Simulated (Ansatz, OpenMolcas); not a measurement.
# A small benchmark: atomisation enthalpy at 298 K

8 molecules with nitrogen; the atomisation enthalpy at 298 K in kJ/mol, computed less measured. Shapes, held fixed at every level: PBE0-D4/def2-TZVP. Flexible molecules stand in one conformer, not always the lowest. Thermal terms are harmonic and unscaled (PBE0-D4/def2-TZVP); the spin-orbit lowering of the free atoms is taken from their spectra. Programs: Ansatz 0.2.0, OpenMolcas 26.06. Measured values: Active Thermochemical Tables, CRC Handbook of Chemistry and Physics.

Levels: A = HF/3-21G; B = HF/def2-SVP; C = B3LYP/6-31G* (Cartesian functions); D = CCSD(T)/def2-SVP.

```json
{"molecule": "HOCN (SMILES N#CO)", "from tabulated heats": "1671", "A": "-923", "B": "-685", "C": "-39", "D": "-121"}
{"molecule": "N2H3 (hydrazinyl radical)", "from tabulated heats": "1374", "A": "-811", "B": "-619", "C": "-6", "D": "-145"}
{"molecule": "CH3NO (formamide)", "from tabulated heats": "2286", "A": "-1028", "B": "-788", "C": "-29", "D": "-153"}
{"molecule": "N2H4 (hydrazine)", "from tabulated heats": "1721", "A": "-911", "B": "-726", "C": "-35", "D": "-170"}
{"molecule": "C3H3NO (oxazole)", "from tabulated heats": "3542", "A": "-1516", "B": "-1153", "C": "-24", "D": "-189"}
{"molecule": "C3H5N (isocyanoethane)", "from tabulated heats": "3571", "A": "-1229", "B": "-1003", "C": "-28", "D": "-172"}
{"molecule": "CH6N2 (methylhydrazine)", "from tabulated heats": "2875", "A": "-1230", "B": "-996", "C": "-27", "D": "-206"}
{"molecule": "C2H7N (ethanamine)", "from tabulated heats": "3480", "A": "-1152", "B": "-962", "C": "-22", "D": "-179"}
```

(1) Which level does best on this set, which worst, and which err to one side?

Results:

(1) 
```json
{"level": "HF/3-21G", "kind": "Hartree–Fock", "mean error": "-1100.0", "mean absolute error": "1100.0", "worst case": "C3H3NO"}
{"level": "HF/def2-SVP", "kind": "Hartree–Fock", "mean error": "-866.5", "mean absolute error": "866.5", "worst case": "C3H3NO"}
{"level": "B3LYP/6-31G* (Cartesian functions)", "kind": "global hybrid", "mean error": "-26.2", "mean absolute error": "26.2", "worst case": "HOCN"}
{"level": "CCSD(T)/def2-SVP", "kind": "coupled cluster or CI", "mean error": "-166.9", "mean absolute error": "166.9", "worst case": "CH6N2"}
```

On this set B3LYP/6-31G* (Cartesian functions) has the smallest mean absolute error and HF/3-21G the largest. HF/3-21G is too low in 8 of 8; HF/def2-SVP is too low in 8 of 8; B3LYP/6-31G* (Cartesian functions) is too low in 8 of 8; CCSD(T)/def2-SVP is too low in 8 of 8. Heats of the atoms come from ATcT where it has them. The levels differ in basis as well as in method. A functional in a double-zeta set wins here by errors that cancel. For HF/3-21G and HF/def2-SVP the error tends to grow with the atomisation enthalpy. Hartree–Fock lacks correlation and underbinds. Correlated wave functions converge slowly with the basis. Open shells run unrestricted. The set is small.

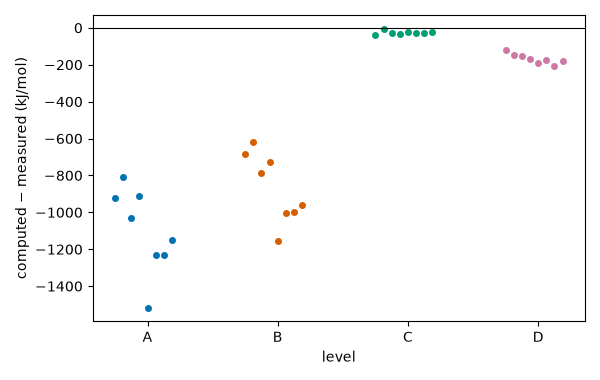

Errors of each level, one point a molecule.
